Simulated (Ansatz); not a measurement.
Cl$_{3}$F$_{2}$HOW (SMILES [OH][W]([F])([F])([Cl])([Cl])[Cl])

Input

```
crystal:
  periodic: [false, false, false]
  atoms:
    - symbol: Cl
      position_ang: [0.913122, 2.179839, -0.929466]
    - symbol: Cl
      position_ang: [-1.802768, 1.212332, 0.387319]
    - symbol: Cl
      position_ang: [2.164959, -0.938263, -0.601308]
    - symbol: F
      position_ang: [0.932154, 0.616989, 1.523080]
    - symbol: F
      position_ang: [-0.380623, -0.263238, -1.831904]
    - symbol: O
      position_ang: [-0.601981, -1.343147, 0.587968]
    - symbol: W
      position_ang: [0.212636, 0.151786, -0.123140]
    - symbol: H
      position_ang: [-1.437499, -1.616299, 0.987441]
basis:
  gaussian:
    orbitals: def2-SVPD
output: {forces: true, orbitals: {seedname: orbitals}}
hamiltonian:
  xc: {name: PBE0}
```

Command:

```sh
ansatz run input.yaml --threads 2 --pin off --max-ram 6090MiB --events-out events.jsonl --progress --plain --runs-dir runs
```

Geometry: PBE0-D4/def2-SVP; core potentials replace the inner electrons of W.

Level of theory: Ansatz, isolated molecule in a Gaussian basis; Kohn-Sham density functional theory, functional PBE0.

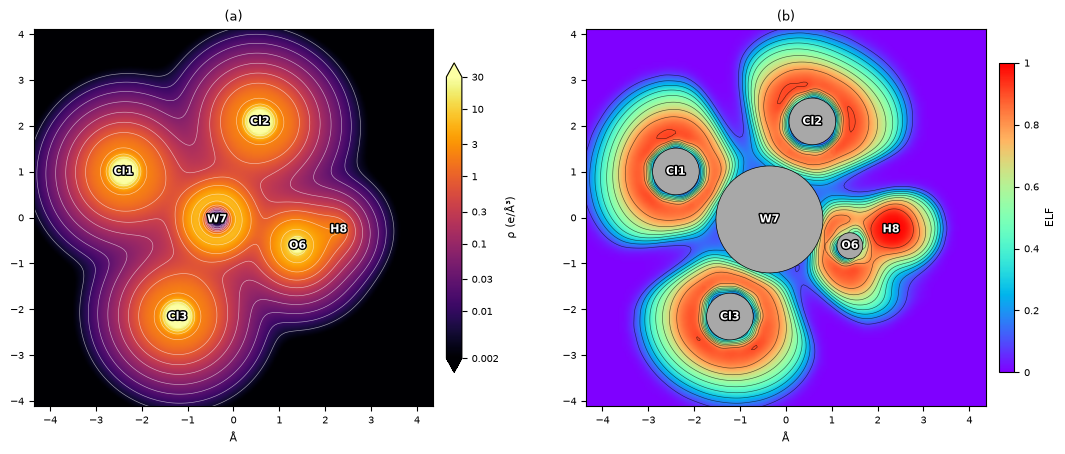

Figure 1. (a) electron density; (b) ELF on the plane of atoms Cl1, W7 and Cl3. Grey discs cover the atomic cores in the ELF map.

**Read the bonding off the picture.**

Atoms in the plane: Cl, O, W and H. W–O (1.85 Å): ρ is about 1.2 e/Å³ halfway; the ELF peaks at about 0.80 in the valence shell of O, 0.5 Å from its nucleus, and drops to about 0.25 between the two atoms. W–Cl (2.29 Å): the density is about 0.71 e/Å³ at the midpoint; the ELF peaks at about 0.85 in the valence shell of Cl, 0.8 Å from its nucleus, and is about 0.40 at the midpoint. O–H (0.97 Å): the density is about 3.7 e/Å³ at the midpoint; the ELF climbs to about 1 towards the hydrogen, as it does in any bond to H: an ordinary covalent bond to hydrogen. W–Cl (2.33 Å): the density is about 0.66 e/Å³ at the midpoint; the ELF peaks at about 0.85 in the valence shell of Cl, 0.8 Å from its nucleus, and is about 0.40 at the midpoint.

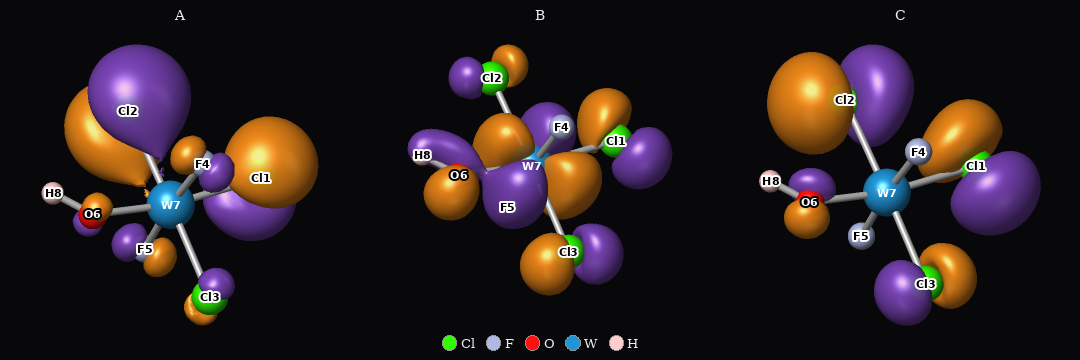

Figure 2. Three frontier orbitals at ±0.1 Å⁻³ᐟ² (orange and purple are the two phases), in no order.

**Which picture is the HOMO−1, the HOMO and the LUMO?**

A is the HOMO−1 (−9.74 eV). Its weight (Hirshfeld) is mainly on Cl2 (about 55 %) and Cl1 (about 35 %); largely a combination of lone pairs on Cl2 and Cl1. C is the HOMO (−9.16 eV). Its weight (Hirshfeld) is mainly on Cl2 (about 50 %), Cl1 (about 35 %) and Cl3 (about 10 %); largely a combination of lone pairs on Cl2, Cl1 and Cl3. B is the LUMO (−5.05 eV). By Hirshfeld shares it lies mainly on W7 (about 55 %), Cl1 (about 15 %), Cl3 (about 10 %) and O6 (about 10 %).

**What is the HOMO–LUMO gap?**

4.11 eV between the orbital energies.

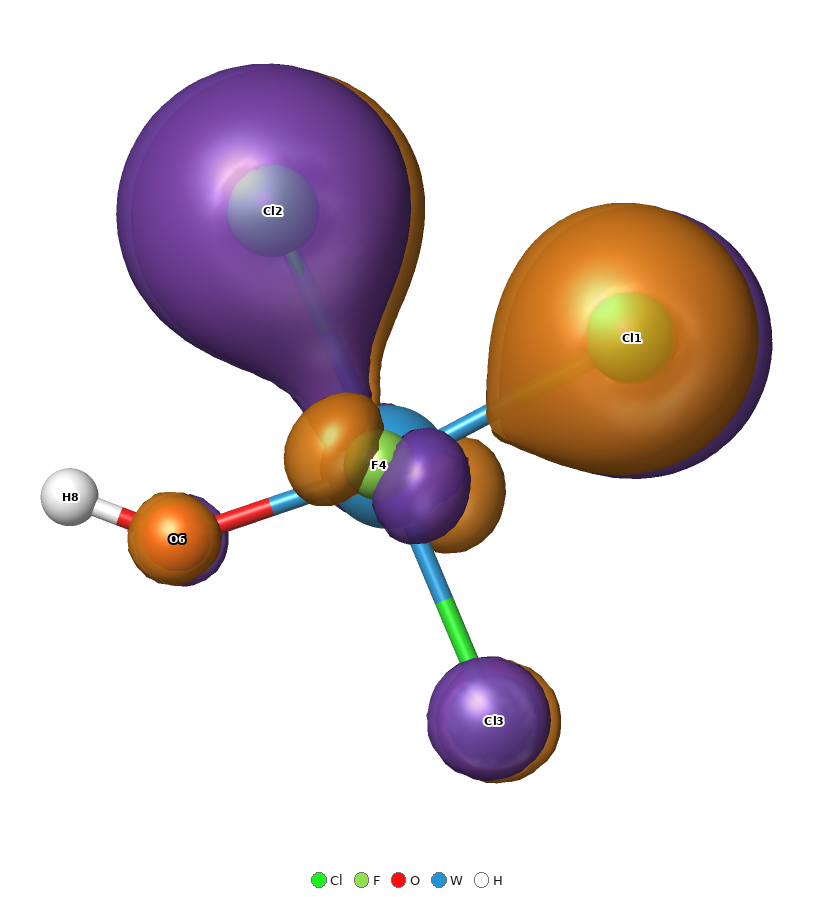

Figure 3. The HOMO−1 at ±0.08 Å⁻³ᐟ² (orange and purple are the two phases), seen across its widest extent.

**Where does this orbital lie, and at what energy?**

It lies mainly on Cl2 (about 55 %) and Cl1 (about 35 %); largely a combination of lone pairs on Cl2 and Cl1. Its energy is −9.74 eV.
